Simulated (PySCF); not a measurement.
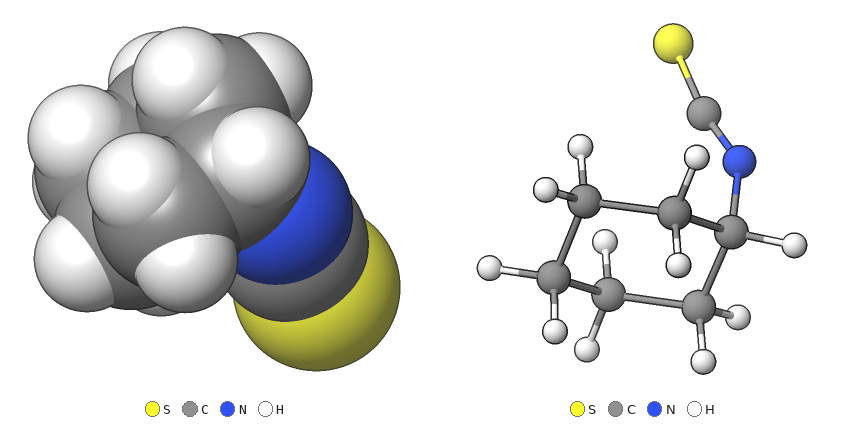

Both panels show the same species.

Computed geometry: GFN2-xTB optimisation. No frequency run is at hand to confirm it as a minimum.

Which formula does it have?

C7H11NS, 20 atoms: 7 carbon, 11 hydrogen, 1 nitrogen and 1 sulfur.

Describe its rings.

Independent rings (smallest set): 1 of 6 members.

More results for the same structure follow; atom numbers are the same in all pictures, views and colours differ.

### Shape

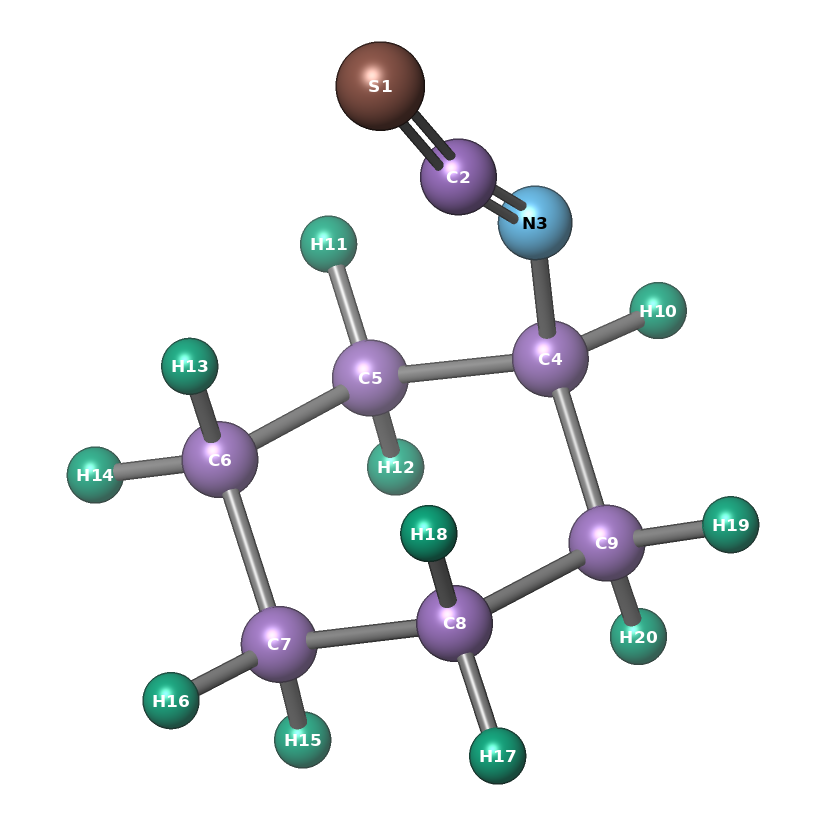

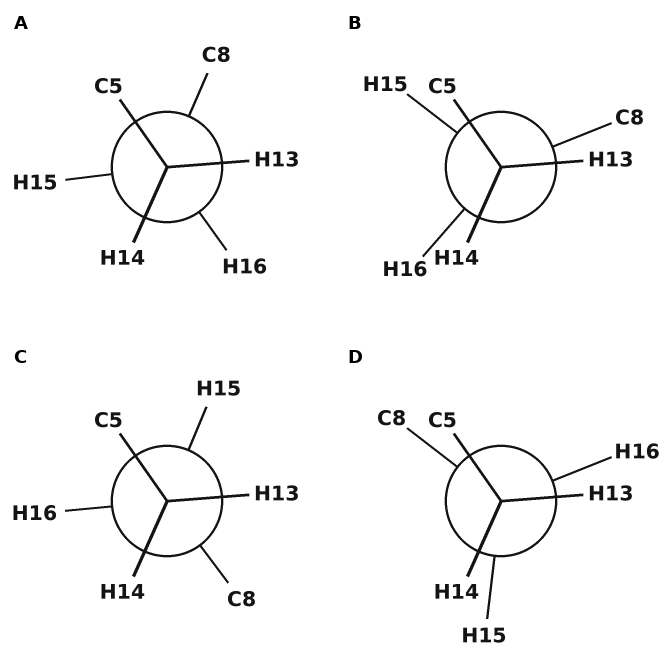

Distant atoms are faded towards the background colour. Bonds that would overlap in a projection are set slightly apart. No frequency run is at hand to confirm it as a minimum.

Which Newman projection shows the view along C6–C7, with C6 in front?

A. The torsion angle C5–C6–C7–C8 is 58°, synclinal (gauche).

### Electronic properties

No frequency run is at hand to confirm it as a minimum. Level of theory: PBE0/pcSseg-1, gas phase (PySCF 2.14.0).

Predict the main results.

- dipole moment: 3.43 D
- HOMO energy (Kohn–Sham orbital): −6.99 eV
- LUMO energy (Kohn–Sham orbital): −0.40 eV
- HOMO–LUMO gap: 6.59 eV

### Bond orders

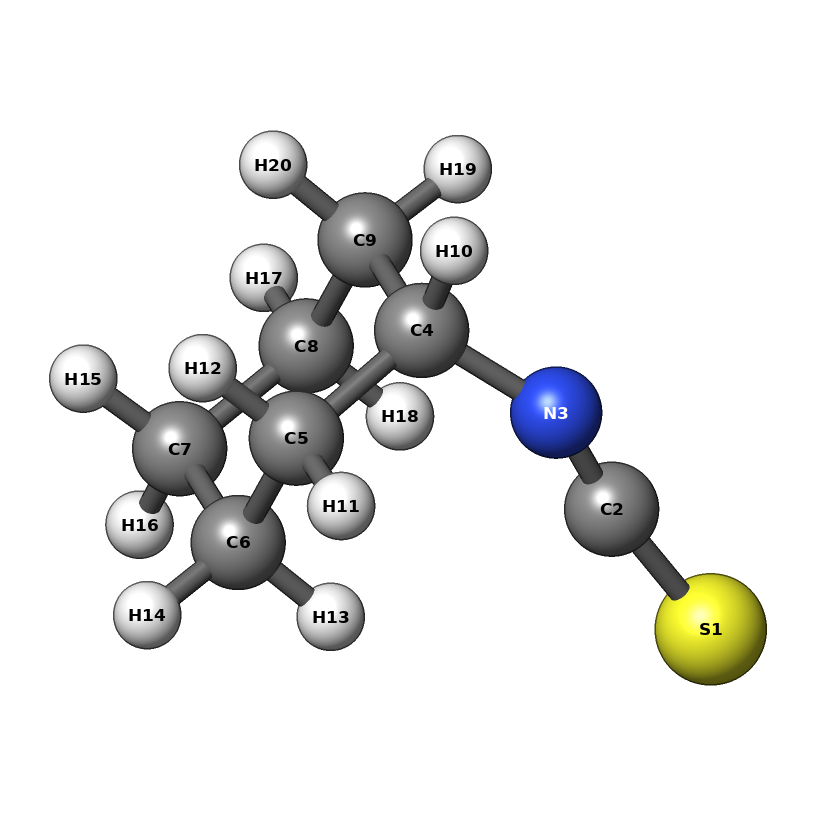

Every bond is drawn as one stick. No frequency run is at hand to confirm it as a minimum. Computed with PBE0/pcSseg-1 (PySCF 2.14.0).

List the Mayer bond orders of S1–C2, C2–N3, N3–C4, C4–C5, C4–H10, C6–C7, C7–H15, C7–H16, C5–C6, C6–H14, C6–H13, C5–H11, C5–H12 (one bond of each equivalent set).

```json
{"bond": "S1–C2", "Mayer order": "1.75", "length (Å)": "1.559"}
{"bond": "C2–N3", "Mayer order": "2.01", "length (Å)": "1.191"}
{"bond": "N3–C4", "Mayer order": "0.91", "length (Å)": "1.416"}
{"bond": "C4–C5", "Mayer order": "1.01", "length (Å)": "1.535"}
{"bond": "C4–H10", "Mayer order": "0.94", "length (Å)": "1.097"}
{"bond": "C6–C7", "Mayer order": "1.04", "length (Å)": "1.526"}
{"bond": "C7–H15", "Mayer order": "0.94", "length (Å)": "1.093"}
{"bond": "C7–H16", "Mayer order": "0.95", "length (Å)": "1.091"}
{"bond": "C5–C6", "Mayer order": "1.03", "length (Å)": "1.525"}
{"bond": "C6–H14", "Mayer order": "0.95", "length (Å)": "1.091"}
{"bond": "C6–H13", "Mayer order": "0.94", "length (Å)": "1.092"}
{"bond": "C5–H11", "Mayer order": "0.95", "length (Å)": "1.092"}
{"bond": "C5–H12", "Mayer order": "0.94", "length (Å)": "1.092"}
```

### Quadrupole coupling

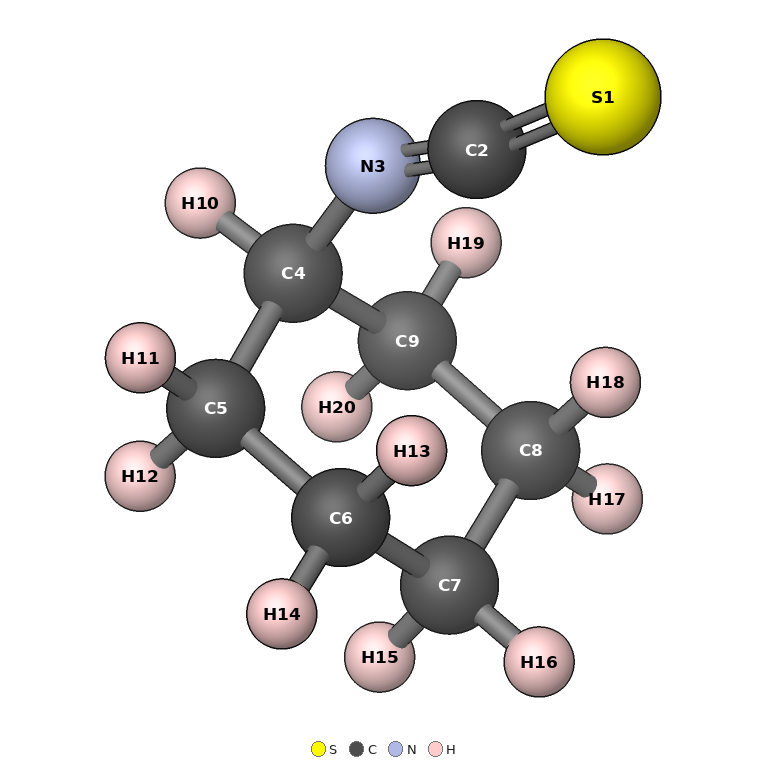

No frequency run is at hand to confirm it as a minimum. Electric field gradients from the ground-state density, PBE0/pcSseg-1 (PySCF 2.14.0), non-relativistic apart from any core potentials.

Give the largest field-gradient component, the quadrupole coupling constant and the asymmetry for 33S at S1 (Q = −67.81 mb), 14N at N3 (Q = 20.44 mb), 2H at H10 (Q = 2.86 mb), 2H at H11 (Q = 2.86 mb), 2H at H12 (Q = 2.86 mb), 2H at H13 (Q = 2.86 mb).

```tsv
atom	V_zz (a.u.)	e²qQ/h (MHz)	η
S1	1.825	−29.1	0.27
N3	0.418	2.01	0.10
H10	0.285	0.192	0.05
H11	0.303	0.203	0.02
H12	0.304	0.204	0.02
H13	0.299	0.201	0.01
```
